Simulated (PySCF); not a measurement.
## Two runs on C5H2F6

System: C5H2F6.
Method of run A: GIAO PBE0/pcSseg-1 NMR shielding, non-relativistic, gas phase (PySCF 2.14.0).

The geometry comes from this level: PBE0-D3(BJ)/def2-SVP. Text and figures count atoms from 1; the logs count them from 0 in places.

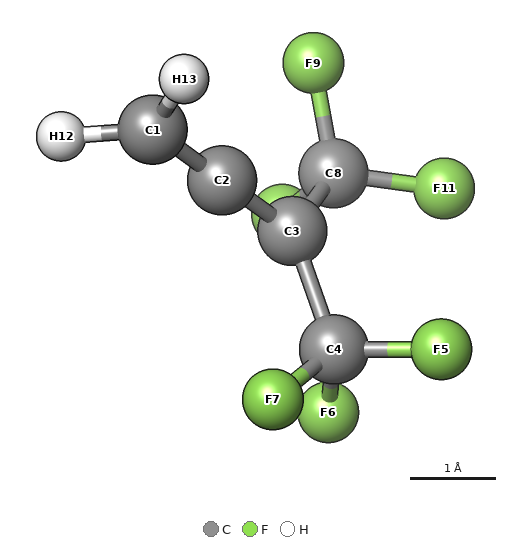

**Figure 1.** The structure as given in the input (ball-and-stick view, seen at an oblique angle; atoms are numbered from 1 in the order of the input). Bond lengths as drawn: C–C 1.30 to 1.51 Å, C–F 1.33 Å and C–H 1.09 Å.

## Input file, run A
```
{"job": {"kind": "nmr", "xc": "PBE0", "basis": "pcSseg-1"}, "charge": 0, "multiplicity": 1}
C      2.392251     0.234221    -0.291619
C      1.107540     0.102415    -0.136512
C     -0.188522    -0.024679     0.016127
C     -0.817338    -1.361564     0.330999
F     -1.453602    -1.860255    -0.728539
F     -1.710071    -1.245248     1.314748
F      0.100100    -2.246987     0.705668
C     -1.108139     1.168002    -0.100272
F     -0.494964     2.192376    -0.683593
F     -1.525037     1.573034     1.099164
F     -2.189907     0.866893    -0.818756
H      3.038443     0.474321     0.558955
H      2.855403     0.109118    -1.275718
```

The first line tells a small driver script what to run in PySCF; the rest is the geometry in Å.

Command:
```bash
OMP_NUM_THREADS=2 python <driver script> task.json out
```

Hardware: 2 CPU threads, shared host.

## Output (run A)
```
coarse grid: 13192 points
cycle   1  E = -789.5393043126  dE =  2.078e+00  |g| = 1.234e+00  |ddm| = 4.137e+00
cycle   2  E = -789.2160676575  dE =  3.232e-01  |g| = 1.925e+00  |ddm| = 2.055e+00
cycle   3  E = -789.7891108846  dE = -5.730e-01  |g| = 1.571e-01  |ddm| = 1.459e+00
cycle   4  E = -789.7935709962  dE = -4.460e-03  |g| = 8.375e-02  |ddm| = 2.019e-01
cycle   5  E = -789.7952863034  dE = -1.715e-03  |g| = 1.659e-02  |ddm| = 7.847e-02
cycle   6  E = -789.7953443743  dE = -5.807e-05  |g| = 2.794e-03  |ddm| = 1.496e-02
cycle   7  E = -789.7953460158  dE = -1.642e-06  |g| = 9.732e-04  |ddm| = 2.868e-03
final grid: 136408 points
cycle   8  E = -789.8981944295  dE = -5.761e-05  |g| = 6.769e-03  |ddm| = 3.756e-02
cycle   9  E = -789.8981892250  dE =  5.204e-06  |g| = 9.288e-03  |ddm| = 1.189e-02
cycle  10  E = -789.8982032747  dE = -1.405e-05  |g| = 7.937e-04  |ddm| = 6.422e-03
cycle  11  E = -789.8982033862  dE = -1.115e-07  |g| = 3.771e-04  |ddm| = 9.091e-04
cycle  12  E = -789.8982034181  dE = -3.189e-08  |g| = 1.387e-04  |ddm| = 4.418e-04
cycle  13  E = -789.8982034225  dE = -4.357e-09  |g| = 2.072e-05  |ddm| = 1.349e-04
cycle  14  E = -789.8982034225  dE = -6.639e-11  |g| = 8.713e-06  |ddm| = 2.238e-05
converged SCF energy = -789.8982034225

GIAO shielding tensors (ppm)
atom      isotropic    diamagn.    paramagn.     s11        s22        s33       span
  0 C       92.295     262.330    -170.035     -8.864    118.357    167.391    176.255
  1 C      -38.533     260.038    -298.570    -58.166    -46.947    -10.485     47.681
  2 C       83.094     267.232    -184.138     18.793    104.104    126.385    107.591
  3 C       58.295     237.946    -179.651     49.833     60.205     64.848     15.015
  4 F      242.091     472.233    -230.142    165.895    237.043    323.336    157.441
  5 F      251.782     472.183    -220.401    178.106    249.326    327.914    149.809
  6 F      257.610     472.895    -215.285    184.272    248.109    340.450    156.178
  7 C       58.311     237.997    -179.686     49.870     60.245     64.817     14.947
  8 F      257.552     472.941    -215.389    184.705    247.623    340.328    155.623
  9 F      241.196     472.412    -231.217    164.982    235.568    323.036    158.054
 10 F      252.640     472.106    -219.466    179.249    250.622    328.050    148.801
 11 H       25.369      28.769      -3.400     23.233     23.902     28.972      5.739
 12 H       25.366      28.758      -3.392     23.227     23.900     28.970      5.744
```

The input of run B differs as follows (lines with − go, lines with + come):
```diff
-"xc": "PBE0"
-"basis": "pcSseg-1"
+"xc": "B3LYP"
+"basis": "pcSseg-2"
+"pop": false
```

How does run B compare with run A?

The total energies belong to different models, so their difference says nothing on which is more stable or more accurate. The HOMO goes from −9.07 to −8.82 eV. The LUMO goes from −1.28 to −1.54 eV. Of all shieldings, the largest change is that of C4 and C8, by −11.6 ppm. The functional changes from PBE0 to B3LYP. The number of SCF iterations is the same. The basis functions go from 197 to 424.

## Output (run B)
```
coarse grid: 13192 points
cycle   1  E = -790.8066299935  dE =  2.053e+00  |g| = 1.350e+00  |ddm| = 4.004e+00
cycle   2  E = -790.3200226359  dE =  4.866e-01  |g| = 2.267e+00  |ddm| = 1.726e+00
cycle   3  E = -791.0832841559  dE = -7.633e-01  |g| = 1.882e-01  |ddm| = 1.214e+00
cycle   4  E = -791.0894239931  dE = -6.140e-03  |g| = 1.065e-01  |ddm| = 3.032e-01
cycle   5  E = -791.0921600507  dE = -2.736e-03  |g| = 2.301e-02  |ddm| = 1.028e-01
cycle   6  E = -791.0922788742  dE = -1.188e-04  |g| = 3.613e-03  |ddm| = 1.921e-02
cycle   7  E = -791.0922814030  dE = -2.529e-06  |g| = 1.333e-03  |ddm| = 3.726e-03
final grid: 136408 points
cycle   8  E = -791.0824832281  dE = -1.123e-04  |g| = 6.571e-03  |ddm| = 6.006e-02
cycle   9  E = -791.0824754627  dE =  7.765e-06  |g| = 9.637e-03  |ddm| = 8.216e-03
cycle  10  E = -791.0824899605  dE = -1.450e-05  |g| = 7.074e-04  |ddm| = 5.101e-03
cycle  11  E = -791.0824900195  dE = -5.899e-08  |g| = 4.818e-04  |ddm| = 9.796e-04
cycle  12  E = -791.0824900752  dE = -5.572e-08  |g| = 1.263e-04  |ddm| = 4.720e-04
cycle  13  E = -791.0824900784  dE = -3.167e-09  |g| = 2.138e-05  |ddm| = 1.200e-04
cycle  14  E = -791.0824900784  dE = -5.957e-11  |g| = 8.326e-06  |ddm| = 1.803e-05
converged SCF energy = -791.0824900784

GIAO shielding tensors (ppm)
atom      isotropic    diamagn.    paramagn.     s11        s22        s33       span
  0 C       87.469     255.149    -167.680    -15.243    113.449    164.200    179.443
  1 C      -49.346     266.422    -315.767    -67.322    -55.884    -24.830     42.492
  2 C       73.239     262.465    -189.226      7.052     93.512    119.154    112.102
  3 C       46.736     238.540    -191.804     37.601     48.348     54.260     16.659
  4 F      236.526     469.815    -233.289    157.686    228.586    323.307    165.621
  5 F      246.058     468.840    -222.783    168.261    245.725    324.187    155.926
  6 F      247.586     469.453    -221.867    173.415    237.130    332.213    158.798
  7 C       46.746     238.509    -191.763     37.640     48.377     54.222     16.582
  8 F      247.543     469.516    -221.973    173.809    236.753    332.068    158.259
  9 F      235.787     470.015    -234.228    156.920    227.236    323.205    166.286
 10 F      246.852     468.689    -221.837    169.323    247.057    324.174    154.851
 11 H       25.663      30.490      -4.827     23.629     24.399     28.961      5.332
 12 H       25.660      30.477      -4.817     23.625     24.396     28.959      5.334
```

## The two runs side by side

```tsv
quantity	run A	run B
outcome	converged	converged
total energy (hartree)	−789.898203	−791.082490
HOMO (eV)	−9.07	−8.82
LUMO (eV)	−1.28	−1.54
dipole moment (D)	3.43	3.42
shielding of C2 (ppm)	−38.5	−49.3
shielding of C3 (ppm)	83.1	73.2
shielding of C4 (ppm)	58.3	46.7
shielding of F7 (ppm)	257.6	247.6
shielding of C8 (ppm)	58.3	46.7
shielding of F9 (ppm)	257.6	247.5
shielding of F11 (ppm)	252.6	246.9
SCF iterations	14	14
basis functions	197	424
wall time (shared host)	19 s	63 s
```
